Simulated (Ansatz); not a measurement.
# SnH2O2 (SMILES [OH][Sn][OH]) at PBE0/def2-SVP (core potential)

What is the energy change on altering one bond length of SnH2O2 at PBE0/def2-SVP (core potential)? 

The results are computed with Ansatz 0.2.0.

45 further runs of the same task are left out: 45 set aside as unsound or not needed.

## 1. The molecule

SnH2O2: 5 atoms, total charge 0, spin state singlet. As SMILES, `[OH][Sn][OH]`. The shape is that of a PBE0-D4/def2-TZVP optimisation. This is one conformer, not always the lowest.

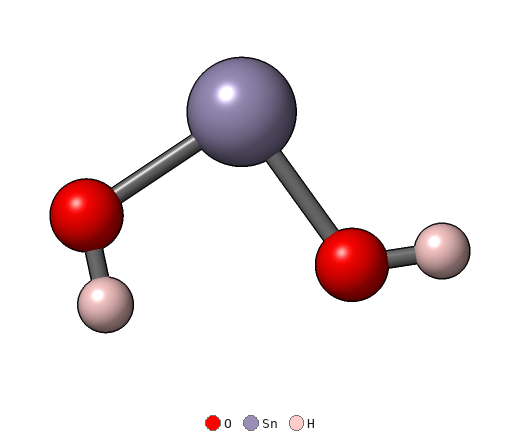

Viewed from a chosen angle; oxygen red, tin purple, hydrogen pink.

## 2. A single-point energy at PBE0/def2-SVP (core potential)

Input file input.yaml:

```yaml
crystal:
  periodic: [false, false, false]
  atoms:
    - {symbol: O, position_ang: [-0.984300, 0.177800, -0.613800]}
    - {symbol: Sn, position_ang: [-0.153700, -0.943900, 0.800900]}
    - {symbol: O, position_ang: [1.561800, 0.002900, 0.636100]}
    - {symbol: H, position_ang: [-1.901200, -0.005600, -0.831400]}
    - {symbol: H, position_ang: [1.527200, 0.695100, -0.033300]}
basis:
  gaussian:
    orbitals: def2-SVP
output:
  orbitals: {seedname: orbitals}
accuracy: high
hamiltonian:
  xc: {name: PBE0}
```

The run is started by

```bash
$ ansatz run input.yaml --threads 1 --pin off --max-ram 3480MiB --events-out events.jsonl --progress --plain --runs-dir runs
```

Standard output:

```text
Warning: RAYON_NUM_THREADS=1 ignored (pool sized by the plan → 1); use --threads N
Functional definition: PBE0
  name "PBE0"
  parameter a = 0.25
  parameter kappa = 0.804
  parameter beta = 0.06672455060314922
  exchange = (1 - a)*pbe_x(kappa = kappa, mu = beta*pi^2/3) + a*exact_x
  correlation = pbe_c(beta = beta)
1456 factors; integrals over basis functions are off by at most 3.2e-9 eV
mean field evaluation 1: about -9941.5702 eV, gradient 7.3e1 eV
mean field evaluation 2: about -9893.2620 eV, gradient 1.6e2 eV
mean field evaluation 4: about -9951.3665 eV, gradient 7.4e0 eV
mean field evaluation 8: about -9951.5805 eV, gradient 6.3e-1 eV
mean field evaluation 16: about -9951.5817 eV, gradient 3.8e-5 eV
mean field -9951.58168604 eV, -365.7138815375 hartree, gradient 1.9e-8 eV, S^2 0.000000; 0 other end points of the search recorded, 0 dependent functions left out
reference -9951.58168825 eV, -365.7138816190 hartree; 20, 20 occupied and 44, 44 virtual orbitals, 1456 factors
Total energy: -9951.58168825 eV, -365.7138816190 hartree
```

Wall time 5.4 s (1 thread of Arm Neoverse V1, shared host); peak memory 0.18 GiB.

## 3. The distorted shape

Input file input.yaml:

```yaml
crystal:
  periodic: [false, false, false]
  atoms:
    - {symbol: O, position_ang: [-3.042928, -0.958375, -0.416037]}
    - {symbol: Sn, position_ang: [-2.212328, -2.080075, 0.998663]}
    - {symbol: O, position_ang: [1.561800, 0.002900, 0.636100]}
    - {symbol: H, position_ang: [-3.959828, -1.141775, -0.633637]}
    - {symbol: H, position_ang: [1.527200, 0.695100, -0.033300]}
basis:
  gaussian:
    orbitals: def2-SVP
hamiltonian:
  xc: {name: PBE0}
accuracy: high
output: {orbitals: {seedname: orbitals}}
```

The run is started by

```bash
$ ansatz run input.yaml --threads 1 --pin off --max-ram 3480MiB --events-out events.jsonl --progress --plain --runs-dir runs
```

Standard output:

```text
Warning: RAYON_NUM_THREADS=1 ignored (pool sized by the plan → 1); use --threads N
Functional definition: PBE0
  name "PBE0"
  parameter a = 0.25
  parameter kappa = 0.804
  parameter beta = 0.06672455060314922
  exchange = (1 - a)*pbe_x(kappa = kappa, mu = beta*pi^2/3) + a*exact_x
  correlation = pbe_c(beta = beta)
1345 factors; integrals over basis functions are off by at most 1.9e-8 eV
mean field evaluation 1: about -9931.4783 eV, gradient 8.1e1 eV
mean field evaluation 2: about -9637.6151 eV, gradient 1.6e2 eV
mean field evaluation 4: about -9936.0618 eV, gradient 6.4e1 eV
mean field evaluation 8: about -9839.4840 eV, gradient 1.1e2 eV
mean field evaluation 16: about -9946.6083 eV, gradient 1.1e-1 eV
mean field evaluation 32: about -9945.5073 eV, gradient 1.8e1 eV
mean field -9946.60829738 eV, -365.5311128755 hartree, gradient 2.0e-8 eV, S^2 0.000000; 4 other end points of the search recorded, 0 dependent functions left out
reference -9946.60829987 eV, -365.5311129671 hartree; 20, 20 occupied and 44, 44 virtual orbitals, 1345 factors
Total energy: -9946.60829987 eV, -365.5311129671 hartree
```

It took 6 s on 1 thread of Arm Neoverse V1, shared host; peak memory 0.17 GiB.

## 4. Outcome

At PBE0/def2-SVP (core potential):

```
                                                          quantity          value
                                         first shape: total energy  -365.71388 Eh
                                          first shape: HOMO energy       -7.27 eV
                                          first shape: LUMO energy       -1.73 eV
                                        first shape: HOMO–LUMO gap        5.54 eV
                                     distorted shape: total energy  -365.53111 Eh
                                      distorted shape: HOMO energy       -4.91 eV
                                      distorted shape: LUMO energy       -3.53 eV
                                    distorted shape: HOMO–LUMO gap        1.38 eV
energy change with the Sn2–O3 bond stretched from 1.966 to 4.326 Å       4.973 eV
```

In words: One bond (distorted shape) is far stretched, which a spin-restricted single reference describes badly; a broken-symmetry solution may lie lower. With the Sn2–O3 bond stretched from 1.966 to 4.326 Å the energy rises by 4.97 eV (115 kcal/mol). The first shape isn't relaxed at this level, so the change isn't measured from a minimum. A restricted reference can't describe the breaking bond well at this length.
